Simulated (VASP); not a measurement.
Band structure of CoSi₂ (fluorite). Level of theory: LDA (Ceperley-Alder, Perdew-Zunger), VASP's LDA PAW potentials (set 64) (plane waves; VASP).

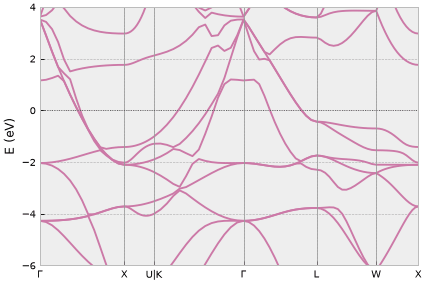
Fig. 1. Bands along high-symmetry lines, zero at the valence-band maximum or, without a gap, the Fermi level

Read the plot: is there a gap, and where are the band edges?

It has no gap at this level: it comes out as a metal or semimetal. (Edges off the drawn lines would not show.)

The compound is CoSi2 in the fluorite structure. It was relaxed first. The run is not spin-polarised, so no magnetic state was tried. The electron count is odd and the run is not spin-polarised, which forces a metal.
